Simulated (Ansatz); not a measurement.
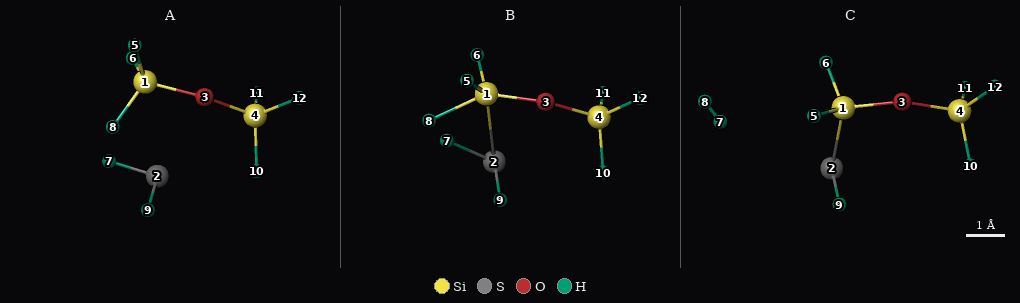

Three geometries of Si$_{2}$H$_{8}$SO: a saddle point and the two minima that it joins, in shuffled order. A ball-and-stick model, seen at a tilt. Sticks join atoms that are closer than about 1.2 times the sum of their covalent radii (a little more with hydrogen).

Stationary points at PBE0-D4/def2-TZVP, single-point energies with CCSD(T)/CBS, r2SCAN-D4, B97M-V (def2-TZVPP where no basis is named; Ansatz 0.2.0). The energies are electronic, without zero-point or thermal terms, and both ends are the minima reached downhill from the saddle, with any fragments still in contact. CCSD(T)/CBS stands for a frozen-core estimate: MP2 correlation extrapolated from def2-TZVPP and def2-QZVPP, CCSD(T) minus MP2 from the smaller set.

Q: Identify the saddle point and describe the reaction.

A: Frame B is the saddle point. Counted by bonded pieces, C holds H₂ + Si₂H₆SO and A holds H₂S + Si₂H₆O. From C over the saddle to A, bonds form: Si1–H8 (3.69 → 1.69 → 1.49 Å), S2–H7 (3.29 → 1.65 → 1.34 Å). Bonds break: Si1–S2 (2.13 → 2.57 → 3.73 Å), H7–H8 (0.75 → 1.00 → 3.12 Å). The saddle has one imaginary mode, 1133i cm⁻¹. With CCSD(T)/CBS the barrier is 2.48 eV from C and 2.04 eV from A, and A lies 0.44 eV above C.

```tsv
level	barrier from C (eV)	barrier from A (eV)	A less C (eV)
CCSD(T)/CBS	2.48	2.04	0.44
r2SCAN-D4	2.18	1.70	0.48
B97M-V	2.28	1.88	0.41
```

Against CCSD(T)/CBS, B97M-V comes closest on the barrier from C (−0.20 eV) and r2SCAN-D4 misses most (−0.30 eV).

Limits of the set-up: the start holds two separate molecules, 3.1 Å apart at their closest, whose relative position is a soft coordinate.
